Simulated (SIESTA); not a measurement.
Converging shifted k-point meshes: Rh (Fm-3m, 1 atom in the cell)

```xyz
1
Lattice="0.0000 1.9095 1.9095 1.9095 0.0000 1.9095 1.9095 1.9095 0.0000" Properties=species:S:1:pos:R:3 pbc="T T T"
Rh     0.0000     0.0000     0.0000
```

Method of the run: GGA PBE, numerical atomic orbitals DZP, PseudoDojo PBE standard norm-conserving potentials (rewritten from UPF to PSML) (SIESTA).

Base settings: XC.functional = GGA; XC.authors = PBE; potentials = PseudoDojo PBE standard; PAO.BasisSize = DZP; PAO.EnergyShift = 0.01 Ry; MeshCutoff = 400 Ry; kgrid.MonkhorstPack = 7 7 7; OccupationFunction = FD; ElectronicTemperature = 0.1 eV; MaxSCFIterations = 150.

Only quantities that move along the ladder and can be compared are tabulated.

Core times come from one kind of shared machine, to one figure; runs under 30 s give none.

The starting cell has typed, rounded lattice constants, without a prior relaxation at this level. Its lattice was rescaled by up to half a per cent. Spin polarisation is off. Values carry the incompleteness of an atom-centred basis. Without a gap this mesh is coarse (it stands for a supercell whose shortest vector is 19 Å).

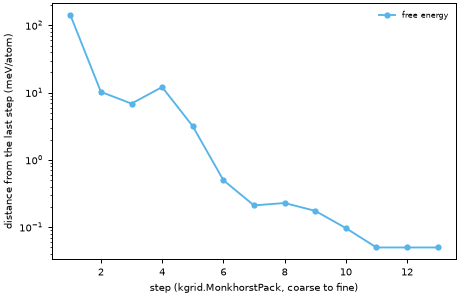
*Distance from the last step along the ladder; very small values are drawn at a floor.*

```csv
kgrid.MonkhorstPack,free energy less the last step's (meV/atom),pressure (GPa),core time / last (rough)
3 3 3 shifted by 0.5 0.5 0.5,143.22,4.50,–
4 4 4 shifted by 0.5 0.5 0.5,10.27,2.29,–
5 5 5 shifted by 0.5 0.5 0.5,6.88,2.21,–
6 6 6 shifted by 0.5 0.5 0.5,12.10,2.04,–
7 7 7 shifted by 0.5 0.5 0.5,-3.17,1.81,–
8 8 8 shifted by 0.5 0.5 0.5,-0.50,1.97,–
9 9 9 shifted by 0.5 0.5 0.5,0.21,1.93,–
11 11 11 shifted by 0.5 0.5 0.5,-0.23,1.89,–
14 14 14 shifted by 0.5 0.5 0.5,-0.18,1.91,–
17 17 17 shifted by 0.5 0.5 0.5,-0.10,1.91,0.2
21 21 21 shifted by 0.5 0.5 0.5,0.01,1.92,0.3
26 26 26 shifted by 0.5 0.5 0.5,0.00,1.91,0.7
29 29 29 shifted by 0.5 0.5 0.5,0.00,1.92,0.8
36 36 36 shifted by 0.5 0.5 0.5,0.00,1.92,1
```

Coarsest kgrid.MonkhorstPack that holds the free energy within 2 meV/atom of the last step, with all finer ones: 8 8 8 shifted by 0.5 0.5 0.5; the step before is off by 3.2 meV/atom.

Coarsest kgrid.MonkhorstPack that holds the pressure within 0.5 GPa of the last step, with all finer ones: 4 4 4 shifted by 0.5 0.5 0.5; the step before is off by 2.6 GPa.
